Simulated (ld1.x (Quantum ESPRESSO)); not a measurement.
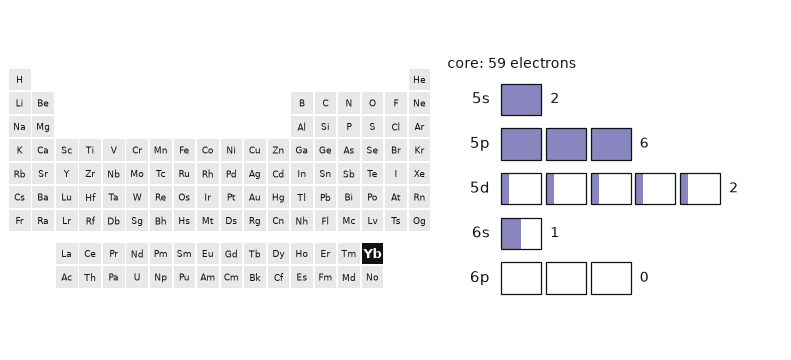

Fig. 1: Left, the place of ytterbium in the periodic table; right, the valence shells of the reference configuration: a box for each of the 2l + 1 orbitals, shaded by the share of the shell that is filled, with the electron count at the right.

## Pseudopotential generation: Yb (part 1 of 2)

- system: ytterbium (Yb, Z = 70), core [Kr] 4d10 4f13, reference valence 5s2 5p6 5d2 6s1 6p0, valence charge 11.
- method: ultrasoft potential, PBE, fully relativistic, made with ld1.x (Quantum ESPRESSO) 7.5

**Results in brief**

- outcome: generated, but the overlap operator is not positive, so unusable
- configuration tests: test run stopped at test 3 of 7 (negative rho)
- lowest eigenvalue of the overlap operator S in a Bessel basis (separate test): -0.74 (p3/2 channel); it is negative, so in a basis up to 400 Ry S is not positive definite
- density cutoff estimated by the generator: 236 Ry
- largest excitation error among the tests solved: -43 meV (all-electron minus pseudo) for 5s2 5p6 5d1 6s1 6p0
- range over which the phases arctan(r u′/u) at the test radius agree within 0.05 rad (a looser test near the poles than one of phase shifts): s: over the whole range computed; p1/2: up to about 2.4 Ry; d3/2: over the whole range computed; d5/2: over the whole range computed; p3/2: not judged
- hardware: 1 CPU thread, shared host
- wall time: 2.7 s

**Remarks**

The scattering phases part by more than π/2 and stay apart in p1/2 from about 3.9 Ry: a level there is either far displaced or one that only the pseudo-atom has. The p3/2 channel couldn't be tested for ghost states or cutoffs, since the overlap operator isn't positive definite there. The open f shell is frozen into the core, so the potential fits one valence alone and carries no f magnetism.

**Input file**
```
 &input
   title='Yb', zed=70., rel=2, dft='PBE', iswitch=3,
   config='[Xe] 4f13 5d2 6s1 6p0', rel_dist='average',
   nld=5, rlderiv=3.10, eminld=-6.0, emaxld=5.0, deld=0.02
 /
 &inputp
   pseudotype=3, tm=.true., lloc=-1, rcloc=1.52,
   nlcc=.true., new_core_ps=.true.,
   which_augfun='PSQ', rmatch_augfun_nc=.true.,
   file_pseudopw='Yb.UPF', file_wfcaegen='ae.wfc', file_wfcncgen='nc.wfc', file_beta='beta', file_chi='chi', file_wfcusgen='us.wfc'
 /
6
5S  1  0   2.00   0.00  1.70  2.08  0.0
6S  2  0   1.00   0.00  1.70  2.08  0.0
5P  2  1   6.00   0.00  2.40  2.86  0.0
6P  3  1   0.00   0.00  2.40  2.86  0.0
5D  3  2   2.00   0.00  1.28  1.80  0.0
5D  3  2   0.00   2.35  1.28  1.80  0.0
 &test
   configts(1)='5s2 5p6 5d2 6s1 6p0'
 /
```

**Input of the test run**
```
 &input
   title='Yb', zed=70., rel=2, dft='PBE', iswitch=2,
   config='[Xe] 4f13 5d2 6s1 6p0', rel_dist='average'
 /
 &test
   file_pseudo='Yb.UPF', nconf=8,
   configts(1)='5s2 5p6 5d2 6s1 6p0',
   configts(2)='5s2 5p6 5d1 6s2 6p0',
   configts(3)='5s2 5p6 5d1 6s1 6p0',
   configts(4)='5s2 5p6 5d1 6s0 6p0',
   configts(5)='5s2 5p6 5d0 6s0 6p0',
   configts(6)='5s2 5p6 5d0 6s2 6p1',
   configts(7)='5s2 5p6 5d1.5 6s1.5 6p0',
   configts(8)='5s2 5p6 5d1 6s0 6p1'
 /
```

Launched with:
```bash
ld1.x < Yb.in > Yb.out
```

**The program's output**
```
     Program LD1 v.7.5
     --------------------------- All-electron run ----------------------------

     Yb
     dirac relativistic calculation

     atomic number is 70.00
     dft =PBE   lsd =0 sic =0 latt =0  beta=0.20 tr2=1.0E-14
     Exchange-correlation= PBE
                           (   1   4   3   4   0   0   0)
     mesh =1269 r(mesh) =  99.63413 a.u. xmin = -7.00 dx = 0.01250
     1 Ry =  13.60569312 eV, c = 137.03599908

     n l j   nl                  e(Ry)          e(Ha)          e(eV)
     Spin orbit split results
     1 0 0.5 1S 1( 2.00)     -4496.2501     -2248.1251    -61174.5997
     2 0 0.5 2S 1( 2.00)      -761.6918      -380.8459    -10363.3445
     2 1 0.5 2P 1( 2.00)      -726.4444      -363.2222     -9883.7795
     2 1 1.5 2P 1( 4.00)      -649.4863      -324.7432     -8836.7115
     3 0 0.5 3S 1( 2.00)      -172.0899       -86.0450     -2341.4024
     3 1 0.5 3P 1( 2.00)      -156.5561       -78.2780     -2130.0541
     3 1 1.5 3P 1( 4.00)      -140.2231       -70.1115     -1907.8324
     4 0 0.5 4S 1( 2.00)       -34.2534       -17.1267      -466.0414
     4 1 0.5 4P 1( 2.00)       -27.9683       -13.9842      -380.5283
     4 1 1.5 4P 1( 4.00)       -24.2615       -12.1308      -330.0946
     3 2 1.5 3D 1( 4.00)      -113.8225       -56.9112     -1548.6335
     3 2 2.5 3D 1( 6.00)      -110.2551       -55.1276     -1500.0974
     5 0 0.5 5S 1( 2.00)        -4.2738        -2.1369       -58.1480
     5 1 0.5 5P 1( 2.00)        -2.5451        -1.2726       -34.6279
     5 1 1.5 5P 1( 4.00)        -2.0739        -1.0370       -28.2170
     4 2 1.5 4D 1( 4.00)       -13.9312        -6.9656      -189.5442
     4 2 2.5 4D 1( 6.00)       -13.2546        -6.6273      -180.3379
     4 3 2.5 4F 1( 5.57)        -0.6868        -0.3434        -9.3439
     4 3 3.5 4F 1( 7.43)        -0.5846        -0.2923        -7.9536
     5 2 1.5 5D 1( 0.80)        -0.1153        -0.0577        -1.5688
     5 2 2.5 5D 1( 1.20)        -0.0954        -0.0477        -1.2974
     6 0 0.5 6S 1( 1.00)        -0.3171        -0.1585        -4.3142
     6 1 0.5 6P 1( 0.00)        -0.1089        -0.0545        -1.4817
     6 1 1.5 6P 1( 0.00)        -0.0890        -0.0445        -1.2108
     Averaged results
     1 0     1S 1( 2.00)     -4496.2501     -2248.1251    -61174.5997
     2 0     2S 1( 2.00)      -761.6918      -380.8459    -10363.3445
     2 1     2P 1( 6.00)      -675.1390      -337.5695     -9185.7342
     3 0     3S 1( 2.00)      -172.0899       -86.0450     -2341.4024
     3 1     3P 1( 6.00)      -145.6674       -72.8337     -1981.9063
     4 0     4S 1( 2.00)       -34.2534       -17.1267      -466.0414
     4 1     4P 1( 6.00)       -25.4971       -12.7486      -346.9058
     3 2     3D 1(10.00)      -111.6821       -55.8410     -1519.5119
     5 0     5S 1( 2.00)        -4.2738        -2.1369       -58.1480
     5 1     5P 1( 6.00)        -2.2310        -1.1155       -30.3540
     4 2     4D 1(10.00)       -13.5252        -6.7626      -184.0204
     4 3     4F 1(13.00)        -0.6284        -0.3142        -8.5495
     5 2     5D 1( 2.00)        -0.1033        -0.0517        -1.4060
     6 0     6S 1( 1.00)        -0.3171        -0.1585        -4.3142
     6 1     6P 1( 0.00)        -0.0956        -0.0478        -1.3011

     final scf error:  3.4E-15 reached in  28 iterations

     Etot =  -28151.358746 Ry,  -14075.679373 Ha, -383018.748087 eV

     Ekin =   31282.171641 Ry,   15641.085820 Ha,  425615.627563 eV
     Encl =  -69888.400164 Ry,  -34944.200082 Ha, -950880.125492 eV
     Eh   =   11043.460294 Ry,    5521.730147 Ha,  150253.931781 eV
     Exc  =    -588.590516 Ry,    -294.295258 Ha,   -8008.181940 eV

     normalization and overlap integrals

     s(1S/1S) =  1.000000  <r> =   0.0197  <r2> =    0.0005  r(max) =   0.0123
     s(2S/2S) =  1.000000  <r> =   0.0827  <r2> =    0.0082  r(max) =   0.0708
     s(2P/2P) =  1.000000  <r> =   0.0687  <r2> =    0.0059  r(max) =   0.0531
     s(2P/2P) =  1.000000  <r> =   0.0762  <r2> =    0.0071  r(max) =   0.0594
     s(3S/3S) =  1.000000  <r> =   0.2162  <r2> =    0.0536  r(max) =   0.1997
     s(3P/3P) =  1.000000  <r> =   0.2061  <r2> =    0.0495  r(max) =   0.1876
     s(3P/3P) =  1.000000  <r> =   0.2201  <r2> =    0.0562  r(max) =   0.1997
     s(4S/4S) =  1.000000  <r> =   0.4874  <r2> =    0.2685  r(max) =   0.4557
     s(4P/4P) =  1.000000  <r> =   0.4951  <r2> =    0.2793  r(max) =   0.4557
     s(4P/4P) =  1.000000  <r> =   0.5273  <r2> =    0.3165  r(max) =   0.4851
     s(3D/3D) =  1.000000  <r> =   0.1935  <r2> =    0.0440  r(max) =   0.1575
     s(3D/3D) =  1.000000  <r> =   0.1979  <r2> =    0.0459  r(max) =   0.1615
     s(5S/5S) =  1.000000  <r> =   1.1946  <r2> =    1.6084  r(max) =   1.0661
     s(5P/5P) =  1.000000  <r> =   1.3436  <r2> =    2.0575  r(max) =   1.1636
     s(5P/5P) =  1.000000  <r> =   1.4574  <r2> =    2.4255  r(max) =   1.2386
     s(4D/4D) =  1.000000  <r> =   0.5519  <r2> =    0.3538  r(max) =   0.4851
     s(4D/4D) =  1.000000  <r> =   0.5632  <r2> =    0.3684  r(max) =   0.4973
     s(4F/4F) =  1.000000  <r> =   0.7342  <r2> =    0.7180  r(max) =   0.4790
     s(4F/4F) =  1.000000  <r> =   0.7504  <r2> =    0.7562  r(max) =   0.4851
     s(5D/5D) =  1.000000  <r> =   3.0469  <r2> =   12.1376  r(max) =   1.8478
     s(5D/5D) =  1.000000  <r> =   3.2685  <r2> =   14.0752  r(max) =   1.9426
     s(6S/6S) =  1.000000  <r> =   3.7853  <r2> =   16.4042  r(max) =   3.1629
     s(6P/6P) =  1.000000  <r> =   5.3534  <r2> =   33.4909  r(max) =   4.2695
     s(6P/6P) =  1.000000  <r> =   5.8550  <r2> =   40.0440  r(max) =   4.6021

     ------------------------ End of All-electron run ------------------------

     --------------------- Generating US pseudopotential ---------------------

      Generating local potential from pseudized AE potential:
      Matching radius rcloc =   1.5200

      Local pseudo, rcloc= 1.532 Estimated cut-off energy=    10.67 Ry

      Computing core charge for nlcc:

       r > 0.95 : true rho core
      Core charge pseudized with two Bessel functions
      Integrated core pseudo-charge :  25.78

     Fully relativistic calculation: |psi|^2

     Wfc 5S LC norm =  0.99966672 SC norm =  0.00033327 missing  0.00000001

     Wfc 6S LC norm =  0.99996861 SC norm =  0.00002954 missing  0.00000186

     Wfc 5P LC norm =  0.99973784 SC norm =  0.00026214 missing  0.00000002

     Wfc 5P LC norm =  0.99977605 SC norm =  0.00022384 missing  0.00000012

     Wfc 6P LC norm =  0.99998538 SC norm =  0.00001429 missing  0.00000033

     Wfc 6P LC norm =  0.99998773 SC norm =  0.00001005 missing  0.00000222

     Wfc 5D LC norm =  0.99994048 SC norm =  0.00005942 missing  0.00000010

     Wfc 5D LC norm =  0.99994753 SC norm =  0.00004894 missing  0.00000353
      Wfc-us  5S rcutus= 2.068  Estimated cut-off energy=    13.11 Ry
      Wfc-us  6S rcutus= 2.068  Estimated cut-off energy=    26.64 Ry
      Wfc-us  5P rcutus= 2.862  Estimated cut-off energy=    10.93 Ry
      Wfc-us  5P rcutus= 2.862  Estimated cut-off energy=    10.76 Ry
      Wfc-us  6P rcutus= 2.862  Estimated cut-off energy=     8.38 Ry
      Wfc-us  6P rcutus= 2.862  Estimated cut-off energy=    20.21 Ry
      Wfc-us  5D rcutus= 1.780  Estimated cut-off energy=    34.85 Ry
      Wfc-us  5D rcutus= 1.780  Estimated cut-off energy=    34.73 Ry
      Wfc-us  5D rcutus= 1.780  Estimated cut-off energy=    41.74 Ry
      Wfc-us  5D rcutus= 1.780  Estimated cut-off energy=    41.07 Ry

     Q pseudized with Bessel functions
     Expected ecutrho=     236.3349 due to l1=  2   l2=  2

     ------------------- End of pseudopotential generation -------------------

     --------------------------- All-electron run ----------------------------

     Yb
     dirac relativistic calculation

     atomic number is 70.00
     dft =PBE   lsd =0 sic =0 latt =0  beta=0.20 tr2=1.0E-14
     Exchange-correlation= PBE
                           (   1   4   3   4   0   0   0)
     mesh =1269 r(mesh) =  99.63413 a.u. xmin = -7.00 dx = 0.01250
     1 Ry =  13.60569312 eV, c = 137.03599908

     n l j   nl                  e(Ry)          e(Ha)          e(eV)
     Spin orbit split results
     1 0 0.5 1S 1( 2.00)     -4496.2501     -2248.1251    -61174.5997
     2 0 0.5 2S 1( 2.00)      -761.6918      -380.8459    -10363.3445
     2 1 0.5 2P 1( 2.00)      -726.4444      -363.2222     -9883.7795
     2 1 1.5 2P 1( 4.00)      -649.4863      -324.7432     -8836.7115
     3 0 0.5 3S 1( 2.00)      -172.0899       -86.0450     -2341.4024
     3 1 0.5 3P 1( 2.00)      -156.5561       -78.2780     -2130.0541
     3 1 1.5 3P 1( 4.00)      -140.2231       -70.1115     -1907.8324
     4 0 0.5 4S 1( 2.00)       -34.2534       -17.1267      -466.0414
     4 1 0.5 4P 1( 2.00)       -27.9683       -13.9842      -380.5283
     4 1 1.5 4P 1( 4.00)       -24.2615       -12.1308      -330.0946
     3 2 1.5 3D 1( 4.00)      -113.8225       -56.9112     -1548.6335
     3 2 2.5 3D 1( 6.00)      -110.2551       -55.1276     -1500.0974
     5 0 0.5 5S 1( 2.00)        -4.2738        -2.1369       -58.1480
     5 1 0.5 5P 1( 2.00)        -2.5451        -1.2726       -34.6279
     5 1 1.5 5P 1( 4.00)        -2.0739        -1.0370       -28.2170
     4 2 1.5 4D 1( 4.00)       -13.9312        -6.9656      -189.5442
     4 2 2.5 4D 1( 6.00)       -13.2546        -6.6273      -180.3379
     4 3 2.5 4F 1( 5.57)        -0.6868        -0.3434        -9.3439
     4 3 3.5 4F 1( 7.43)        -0.5846        -0.2923        -7.9536
     5 2 1.5 5D 1( 0.80)        -0.1153        -0.0577        -1.5688
     5 2 2.5 5D 1( 1.20)        -0.0954        -0.0477        -1.2974
     6 0 0.5 6S 1( 1.00)        -0.3171        -0.1585        -4.3142
     6 1 0.5 6P 1( 0.00)        -0.1089        -0.0545        -1.4817
     6 1 1.5 6P 1( 0.00)        -0.0890        -0.0445        -1.2108
     Averaged results
     1 0     1S 1( 2.00)     -4496.2501     -2248.1251    -61174.5997
     2 0     2S 1( 2.00)      -761.6918      -380.8459    -10363.3445
     2 1     2P 1( 6.00)      -675.1390      -337.5695     -9185.7342
     3 0     3S 1( 2.00)      -172.0899       -86.0450     -2341.4024
     3 1     3P 1( 6.00)      -145.6674       -72.8337     -1981.9063
     4 0     4S 1( 2.00)       -34.2534       -17.1267      -466.0414
     4 1     4P 1( 6.00)       -25.4971       -12.7486      -346.9058
     3 2     3D 1(10.00)      -111.6821       -55.8410     -1519.5119
     5 0     5S 1( 2.00)        -4.2738        -2.1369       -58.1480
     5 1     5P 1( 6.00)        -2.2310        -1.1155       -30.3540
     4 2     4D 1(10.00)       -13.5252        -6.7626      -184.0204
     4 3     4F 1(13.00)        -0.6284        -0.3142        -8.5495
     5 2     5D 1( 2.00)        -0.1033        -0.0517        -1.4060
     6 0     6S 1( 1.00)        -0.3171        -0.1585        -4.3142
     6 1     6P 1( 0.00)        -0.0956        -0.0478        -1.3011

     final scf error:  3.4E-15 reached in  28 iterations

     Etot =  -28151.358746 Ry,  -14075.679373 Ha, -383018.748087 eV

     Ekin =   31282.171641 Ry,   15641.085820 Ha,  425615.627563 eV
     Encl =  -69888.400164 Ry,  -34944.200082 Ha, -950880.125492 eV
     Eh   =   11043.460294 Ry,    5521.730147 Ha,  150253.931781 eV
     Exc  =    -588.590516 Ry,    -294.295258 Ha,   -8008.181940 eV

     normalization and overlap integrals

     s(1S/1S) =  1.000000  <r> =   0.0197  <r2> =    0.0005  r(max) =   0.0123
     s(2S/2S) =  1.000000  <r> =   0.0827  <r2> =    0.0082  r(max) =   0.0708
     s(2P/2P) =  1.000000  <r> =   0.0687  <r2> =    0.0059  r(max) =   0.0531
     s(2P/2P) =  1.000000  <r> =   0.0762  <r2> =    0.0071  r(max) =   0.0594
     s(3S/3S) =  1.000000  <r> =   0.2162  <r2> =    0.0536  r(max) =   0.1997
     s(3P/3P) =  1.000000  <r> =   0.2061  <r2> =    0.0495  r(max) =   0.1876
     s(3P/3P) =  1.000000  <r> =   0.2201  <r2> =    0.0562  r(max) =   0.1997
     s(4S/4S) =  1.000000  <r> =   0.4874  <r2> =    0.2685  r(max) =   0.4557
     s(4P/4P) =  1.000000  <r> =   0.4951  <r2> =    0.2793  r(max) =   0.4557
     s(4P/4P) =  1.000000  <r> =   0.5273  <r2> =    0.3165  r(max) =   0.4851
     s(3D/3D) =  1.000000  <r> =   0.1935  <r2> =    0.0440  r(max) =   0.1575
     s(3D/3D) =  1.000000  <r> =   0.1979  <r2> =    0.0459  r(max) =   0.1615
     s(5S/5S) =  1.000000  <r> =   1.1946  <r2> =    1.6084  r(max) =   1.0661
     s(5P/5P) =  1.000000  <r> =   1.3436  <r2> =    2.0575  r(max) =   1.1636
     s(5P/5P) =  1.000000  <r> =   1.4574  <r2> =    2.4255  r(max) =   1.2386
     s(4D/4D) =  1.000000  <r> =   0.5519  <r2> =    0.3538  r(max) =   0.4851
     s(4D/4D) =  1.000000  <r> =   0.5632  <r2> =    0.3684  r(max) =   0.4973
     s(4F/4F) =  1.000000  <r> =   0.7342  <r2> =    0.7180  r(max) =   0.4790
     s(4F/4F) =  1.000000  <r> =   0.7504  <r2> =    0.7562  r(max) =   0.4851
     s(5D/5D) =  1.000000  <r> =   3.0469  <r2> =   12.1376  r(max) =   1.8478
     s(5D/5D) =  1.000000  <r> =   3.2685  <r2> =   14.0752  r(max) =   1.9426
     s(6S/6S) =  1.000000  <r> =   3.7853  <r2> =   16.4042  r(max) =   3.1629
     s(6P/6P) =  1.000000  <r> =   5.3534  <r2> =   33.4909  r(max) =   4.2695
     s(6P/6P) =  1.000000  <r> =   5.8550  <r2> =   40.0440  r(max) =   4.6021

     ------------------------ End of All-electron run ------------------------

     Computing logarithmic derivative in   3.10426
     Computing logarithmic derivative in   3.10426
     Computing the partial wave expansion
     R is outside the sphere for l=    0 j= 0.50
     R is outside the sphere for l=    0 j= 0.50
     R is outside the sphere for l=    1 j= 0.50
     R is outside the sphere for l=    1 j= 0.50
     R is outside the sphere for l=    1 j= 1.50
     R is outside the sphere for l=    1 j= 1.50
     R is outside the sphere for l=    2 j= 1.50
     R is outside the sphere for l=    2 j= 1.50
     R is outside the sphere for l=    2 j= 2.50
     R is outside the sphere for l=    2 j= 2.50

     ---------------------- Testing the pseudopotential ----------------------

     Yb
     dirac relativistic calculation

     atomic number is 70.00   valence charge is 11.00
     dft =PBE   lsd =0 sic =0 latt =0  beta=0.20 tr2=1.0E-14
     mesh =1269 r(mesh) =  99.63413 xmin = -7.00 dx = 0.01250

     n l  j  nl             e AE (Ry)       e PS (Ry)    De AE-PS (Ry)
     1 0 0.5 5S   1( 2.00)       -4.27380       -4.27380       -0.00000
     2 1 0.5 5P   1( 2.00)       -2.54511       -2.54511        0.00000
     2 1 1.5 5P   1( 4.00)       -2.07391       -2.07391        0.00000
     3 2 1.5 5D   1( 0.80)       -0.11530       -0.11530       -0.00001
     3 2 2.5 5D   1( 1.20)       -0.09536       -0.09536        0.00000
     2 0 0.5 6S   1( 1.00)       -0.31708       -0.31708       -0.00000
     3 1 0.5 6P   1( 0.00)       -0.10890       -0.10890       -0.00000
     3 1 1.5 6P   1( 0.00)       -0.08899       -0.08899       -0.00000

     eps = 1.8E-16  iter =  4

     Etot =  -28151.358746 Ry,  -14075.679373 Ha, -383018.748087 eV
     Etotps =  -164.460616 Ry,     -82.230308 Ha,   -2237.600679 eV

     Ekin =      15.003158 Ry,       7.501579 Ha,     204.128367 eV
     Encl =    -174.637586 Ry,     -87.318793 Ha,   -2376.065399 eV
     Ehrt =      63.582185 Ry,      31.791093 Ha,     865.079700 eV
     Ecxc =     -96.576801 Ry,     -48.288401 Ha,   -1313.994317 eV
     (Ecc =     -80.083537 Ry,     -40.041768 Ha,   -1089.592024 eV)
     Epseu=      28.168427 Ry,      14.084213 Ha,     383.250970 eV

     ---------------------- End of pseudopotential test ----------------------
```

**Output of the test run (extracts)**
```
     ---------------------- Testing the pseudopotential ----------------------

     Yb
     dirac relativistic calculation

     atomic number is 70.00   valence charge is 11.00
     dft =PBE   lsd =0 sic =0 latt =0  beta=0.20 tr2=1.0E-14
     mesh =1269 r(mesh) =  99.63413 xmin = -7.00 dx = 0.01250

     n l  j  nl             e AE (Ry)       e PS (Ry)    De AE-PS (Ry)
     1 0 0.5 5S   1( 2.00)       -4.27380       -4.27380       -0.00000
     2 1 0.5 5P   1( 2.00)       -2.54511       -2.54511        0.00000
     2 1 1.5 5P   1( 4.00)       -2.07391       -2.07391        0.00000
     3 2 1.5 5D   1( 0.80)       -0.11530       -0.11530       -0.00001
     3 2 2.5 5D   1( 1.20)       -0.09536       -0.09536        0.00000
     2 0 0.5 6S   1( 1.00)       -0.31708       -0.31708       -0.00000
     3 1 0.5 6P   1( 0.00)       -0.10890       -0.10890       -0.00000
     3 1 1.5 6P   1( 0.00)       -0.08899       -0.08899       -0.00000

     eps = 1.9E-16  iter =  4

     Etot =  -28151.358746 Ry,  -14075.679373 Ha, -383018.748088 eV
     Etotps =  -164.460616 Ry,     -82.230308 Ha,   -2237.600679 eV

     Ekin =      15.003158 Ry,       7.501579 Ha,     204.128367 eV
     Encl =    -174.637586 Ry,     -87.318793 Ha,   -2376.065399 eV
     Ehrt =      63.582185 Ry,      31.791093 Ha,     865.079700 eV
     Ecxc =     -96.576801 Ry,     -48.288401 Ha,   -1313.994317 eV
     (Ecc =     -80.083537 Ry,     -40.041768 Ha,   -1089.592024 eV)
     Epseu=      28.168427 Ry,      14.084213 Ha,     383.250970 eV

     ---------------------- End of pseudopotential test ----------------------
```

(Continued in part 2.)
